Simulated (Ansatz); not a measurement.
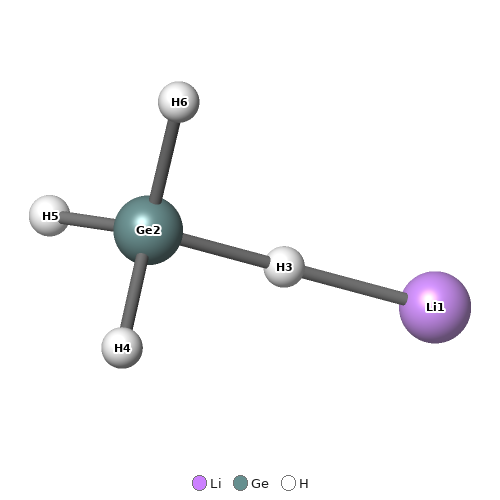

The system is GeH4Li, charge +1; the picture shows the reference structure. 
- The turn is about an axis along (0.27, −0.96, 0.00) in the frame of the relaxed pair, normal to the line between the partners.
- The first coordinate is: distance H3···Li1; the second: turn of Li1 about H3.
- The grid has 15 × 15 points.
- Points are written as (first, second).
- Energies are in kJ/mol, from the lowest grid point.
- All numbers below come from RHF/def2-TZVPD in Ansatz 0.2.0.

Its coordinates:

```
atom    x (Å)    y (Å)    z (Å)
  Li   0.4368   0.1174  -2.6931
  Ge  -0.1031  -0.0277   0.6350
   H   0.1536   0.0414  -0.9416
   H   1.2465   0.3219   1.2448
   H  -0.5455  -1.4636   0.8756
   H  -1.1882   1.0106   0.8794
```

Range: distance H3···Li1 from 1.492 to 4.092 Å; turn of Li1 about H3 from −90.0 to 90.0°.

Question: Predict the map.

Answer: The lowest grid point is at (1.793 Å, 0.0°). No other kind of well shows on this grid. The highest grid point, (1.492 Å, −90.0°), lies 88.1 kJ/mol above the lowest. Round the minimum the two coordinates are nearly uncoupled.

| turn of Li1 about H3 ↓, distance H3···Li1 → | 1.492 | 1.556 | 1.662 | 1.793 | 1.942 | 2.107 | 2.286 | 2.477 | 2.680 | 2.892 | 3.115 | 3.347 | 3.587 | 3.836 | 4.092 |
| --- | --- | --- | --- | --- | --- | --- | --- | --- | --- | --- | --- | --- | --- | --- | --- |
| 90.0 | 78.1 | 61.1 | 40.8 | 25.6 | 17.0 | 13.9 | 14.9 | 18.5 | 23.6 | 29.4 | 35.2 | 40.7 | 45.7 | 50.0 | 53.6 |
| 77.1 | 44.5 | 32.4 | 19.2 | 11.2 | 8.9 | 11.1 | 16.1 | 22.4 | 29.2 | 35.5 | 41.3 | 46.2 | 50.3 | 53.7 | 56.4 |
| 64.3 | 30.3 | 20.8 | 11.1 | 6.3 | 6.6 | 10.7 | 17.0 | 24.1 | 31.1 | 37.5 | 43.1 | 47.8 | 51.5 | 54.6 | 57.0 |
| 51.4 | 23.1 | 14.9 | 6.9 | 3.6 | 5.1 | 9.9 | 16.7 | 24.0 | 31.2 | 37.7 | 43.2 | 47.8 | 51.4 | 54.4 | 56.8 |
| 38.6 | 19.0 | 11.4 | 4.3 | 1.8 | 3.8 | 9.1 | 16.1 | 23.6 | 30.8 | 37.3 | 42.8 | 47.3 | 51.0 | 54.0 | 56.3 |
| 25.7 | 16.5 | 9.4 | 2.8 | 0.7 | 3.1 | 8.5 | 15.6 | 23.2 | 30.5 | 36.9 | 42.4 | 47.0 | 50.6 | 53.6 | 55.9 |
| 12.9 | 15.3 | 8.4 | 2.0 | 0.2 | 2.7 | 8.2 | 15.4 | 23.0 | 30.3 | 36.7 | 42.2 | 46.7 | 50.3 | 53.3 | 55.7 |
| 0.0 | 14.9 | 8.0 | 1.8 | 0.0 | 2.6 | 8.2 | 15.4 | 23.0 | 30.2 | 36.6 | 42.1 | 46.6 | 50.3 | 53.2 | 55.6 |
| −12.9 | 15.3 | 8.4 | 2.1 | 0.2 | 2.7 | 8.3 | 15.4 | 23.1 | 30.3 | 36.7 | 42.2 | 46.7 | 50.4 | 53.3 | 55.7 |
| −25.7 | 16.7 | 9.6 | 3.0 | 0.9 | 3.2 | 8.6 | 15.8 | 23.3 | 30.6 | 37.0 | 42.5 | 47.0 | 50.7 | 53.6 | 56.0 |
| −38.6 | 19.7 | 12.1 | 5.0 | 2.5 | 4.4 | 9.6 | 16.6 | 24.1 | 31.3 | 37.7 | 43.2 | 47.7 | 51.3 | 54.2 | 56.6 |
| −51.4 | 25.1 | 16.8 | 8.8 | 5.4 | 6.8 | 11.6 | 18.2 | 25.5 | 32.6 | 38.9 | 44.3 | 48.7 | 52.3 | 55.1 | 57.4 |
| −64.3 | 34.8 | 25.2 | 15.5 | 10.7 | 11.0 | 14.9 | 21.0 | 27.8 | 34.5 | 40.6 | 45.8 | 50.1 | 53.6 | 56.3 | 58.5 |
| −77.1 | 52.6 | 40.7 | 27.8 | 20.0 | 17.9 | 20.1 | 24.9 | 30.9 | 37.0 | 42.7 | 47.6 | 51.7 | 54.9 | 57.5 | 59.6 |
| −90.0 | 88.1 | 71.7 | 52.4 | 38.4 | 31.0 | 29.0 | 30.8 | 34.6 | 39.4 | 44.2 | 48.7 | 52.5 | 55.6 | 58.2 | 60.3 |

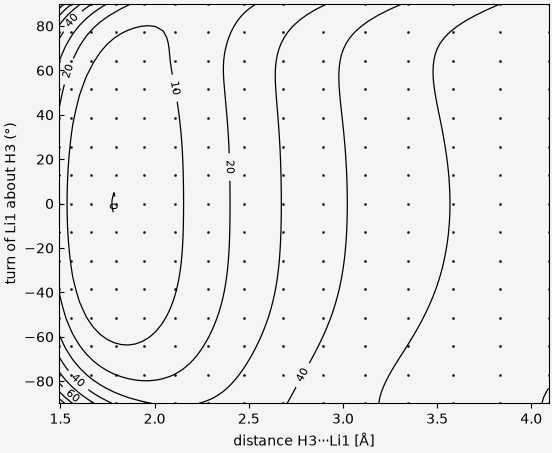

In the figure: contour lines labelled in kJ/mol, dots at the grid points. Between grid points the surface is interpolated.

Each point was launched as `ansatz run input.yaml --threads 1 --pin off --max-ram 2560MiB --backend cpu --events-out ev --progress --plain --runs-dir out`. The whole map (225 points run) took 3.7 min on 1 thread of Intel(R) Xeon(R) Platinum 8488C (Sapphire Rapids), on a shared host.
